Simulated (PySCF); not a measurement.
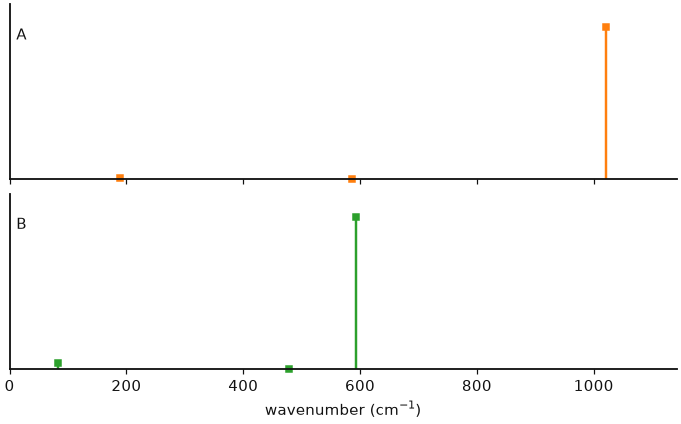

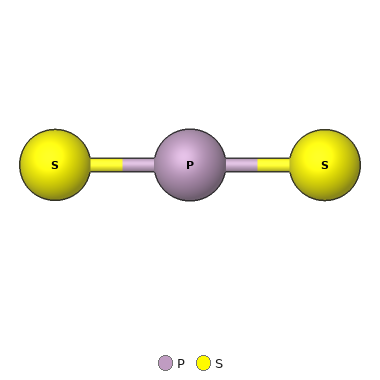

Harmonic infrared lines of PS₂⁺ and SbS₂⁺, all D∞h singlets, each the lowest point that its search found (PS₂⁺ is drawn); the central atom changes down one group of the periodic table. PBE0/def2-TZVP (core potentials past Kr), PySCF, unscaled, no spin-orbit coupling; each panel is scaled to its strongest line, degenerate modes are one line with their intensities summed, and dots on the axis are modes too weak to show or inactive.

Question: Which panel belongs to which molecule?

Answer: A: PS₂⁺ (strongest line 1020.5 cm⁻¹); B: SbS₂⁺ (strongest line 593.6 cm⁻¹).

Question: How do the bond length and the stretches change along the series?

Answer: Mean bond length: PS₂⁺ 1.836, SbS₂⁺ 2.139 Å, rising down the group. Highest σu+ mode: PS₂⁺ 1021, SbS₂⁺ 594 cm⁻¹, falling down the group.

Question: Give the modes by symmetry (cm⁻¹).

Answer:
| symmetry | PS₂⁺ | SbS₂⁺ |
| --- | --- | --- |
| πu | 188.2 | 83.1 |
| σg+ | 586.5 | 478.7 |
| σu+ | 1020.5 | 593.6 |
